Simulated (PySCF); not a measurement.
# C9H22N2: the cost of one run

Programs: PySCF 2.14.0, with routines of our own; each step states its level. All values are computed. Atoms count from 0.

### 1 The system as given

33 atoms, charge 0, multiplicity 1; geometry from: GFN2-xTB.

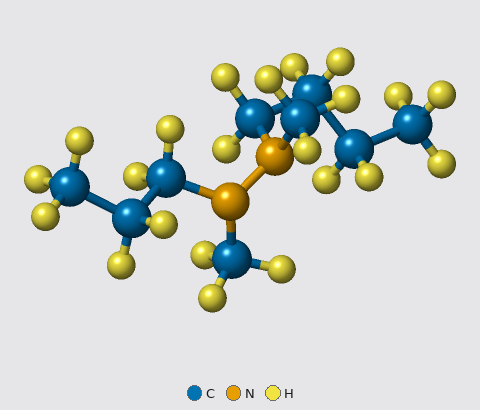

The starting geometry (carbon blue, nitrogen amber, hydrogen yellow).

### 2 Magnetic properties: GIAO PBE/pcSseg-1

The job: settings as JSON, then the geometry in Å.

```
{"job": {"kind": "mag", "xc": "PBE", "basis": "pcSseg-1", "isotopologues": 0}, "charge": 0, "multiplicity": 1}
C     -4.534858     0.452398     0.380434
C     -3.031299     0.630645     0.214023
C     -2.423147    -0.472168    -0.647340
C     -0.905485    -0.330822    -0.767498
N     -0.259220    -0.337084     0.537287
C     -0.190082    -1.649077     1.141823
N      0.990851     0.315254     0.613191
C      0.818519     1.744627     0.749144
C      1.969882    -0.053930    -0.400066
C      3.394656     0.178488     0.101995
C      4.421793    -0.448430    -0.832463
H     -4.952317     1.253108     0.986317
H     -4.755729    -0.495045     0.867504
H     -5.030521     0.461316    -0.588482
H     -2.827764     1.599875    -0.246528
H     -2.544315     0.618024     1.189792
H     -2.851543    -0.434559    -1.652156
H     -2.671381    -1.445110    -0.220554
H     -0.519877    -1.130911    -1.424698
H     -0.686920     0.630408    -1.239464
H      0.429054    -1.575674     2.032571
H     -1.191464    -1.960384     1.434002
H      0.232013    -2.417793     0.476091
H     -0.017230     1.921030     1.421476
H      1.720331     2.169200     1.186682
H      0.621493     2.254269    -0.206571
H      1.847970    -1.120413    -0.606379
H      1.820523     0.495831    -1.346499
H      3.484319    -0.254978     1.099229
H      3.587649     1.249098     0.182130
H      4.325336    -0.037784    -1.835622
H      5.430213    -0.251721    -0.476632
H      4.281613    -1.525866    -0.889327
```

Level: GIAO PBE/pcSseg-1 magnetisability, rotational g tensor and spin-rotation constants, non-relativistic, gas phase.

The run is started by

```console
$ OMP_NUM_THREADS=1 python excited_run.py task.json out
```

The driver reads the jobs from task.json and runs them one after another.

Q: Estimate the wall time and peak memory of this first job on 1 thread of Intel Xeon at 2.50GHz, shared host.

About 4.2 min, with a peak of 1.2 GiB.
